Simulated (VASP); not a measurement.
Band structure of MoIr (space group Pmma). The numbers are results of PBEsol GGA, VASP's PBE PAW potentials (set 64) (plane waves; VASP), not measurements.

Unless said otherwise, spin-orbit coupling is left out, though it shifts the bands of the heavy elements here.

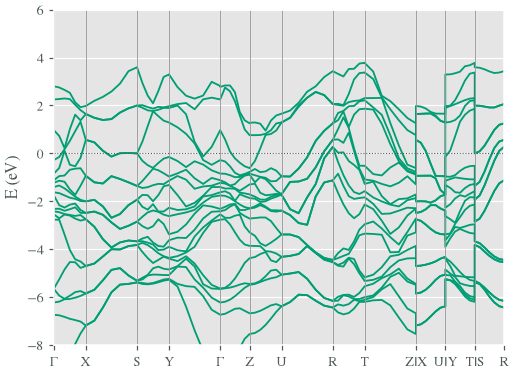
*Bands along high-symmetry lines, zero at the valence-band maximum or, without a gap, the Fermi level*

Read the plot: is there a gap, and where are the band edges?

It has no gap at this level: it comes out as a metal or semimetal. (Edges off the drawn lines would not show.)

The structure comes from a computed database's MoIr entry (Pmma); how it stands against other phases isn't given here. It was relaxed first.
